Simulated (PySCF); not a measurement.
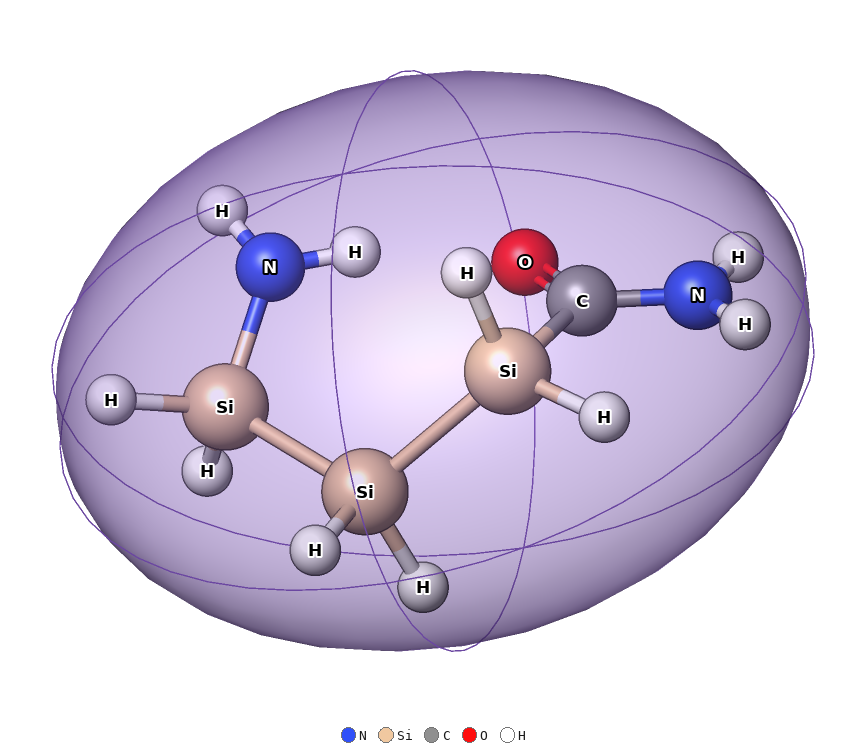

The ellipsoid shows the static dipole polarisability: its half-axes are proportional to the principal values. The computed structure is the end point of a GFN2-xTB optimisation. No frequency run is at hand to confirm it as a minimum. Computed with CAM-B3LYP/def2-SVPD (PySCF 2.14.0).

### How large and how anisotropic is the polarisability?

Principal values 96.8, 113.9, 143.6 bohr³; mean 118.1 bohr³ (17.50 Å³); anisotropy 41.0 bohr³, so the longest axis is 1.48 times the shortest.

The geometry is semi-empirical. Around Si such bond lengths and angles can be off by a tenth of an ångström or more and by several degrees, and values that hang on the shape move with them.
